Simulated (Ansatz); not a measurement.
Consider Al2Cl2F4 (SMILES [F][Al-]1([F])[Cl+][Al-]([F])([F])[Cl+]1).

The calculation's input:

```
crystal:
  periodic: [false, false, false]
  atoms:
    - {symbol: Al, position_ang: [0.868595, -1.132508, 0.656555]}
    - {symbol: Al, position_ang: [-0.868573, 1.132548, -0.656608]}
    - {symbol: Cl, position_ang: [1.222145, 0.344453, -1.022712]}
    - {symbol: Cl, position_ang: [-1.221707, -0.343634, 1.023453]}
    - {symbol: F, position_ang: [1.831074, -0.743028, 1.937133]}
    - {symbol: F, position_ang: [0.774964, -2.655602, 0.032582]}
    - {symbol: F, position_ang: [-0.775797, 2.655990, -0.033369]}
    - {symbol: F, position_ang: [-1.830701, 0.741771, -1.937033]}
basis:
  gaussian:
    orbitals: def2-SVPD
hamiltonian:
  xc: pbe0
output: {forces: true, orbitals: {seedname: orbitals}}
```

Run with:

```sh
ansatz run input.yaml --threads 2 --pin off --max-ram 6090MiB --events-out events.jsonl --progress --plain --runs-dir runs
```

Geometry: PBE0-D4/def2-SVP.

Level of theory: isolated molecule in a Gaussian basis; Kohn-Sham density functional theory, functional PBE0 (Ansatz 0.2.0).

### What will maps of the electron density and electron localisation function show?

Al–F (1.65 Å): ρ is about 0.84 e/Å³ halfway; the ELF peaks at about 0.85 in the valence shell of F, 0.6 Å from its nucleus, and is about 0.30 at the midpoint.

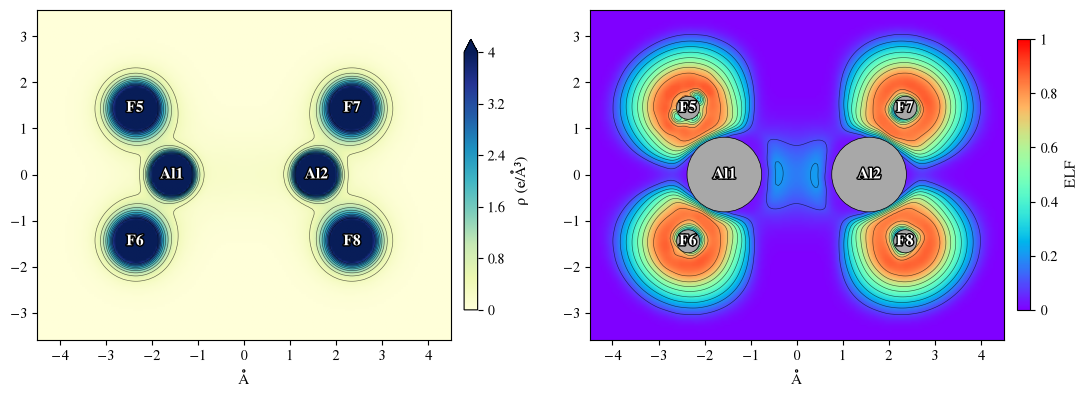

Computed electron density and electron localisation function on the plane of atoms F5, Al1 and F6, in this order. Grey discs cover the atomic cores in the ELF map. 
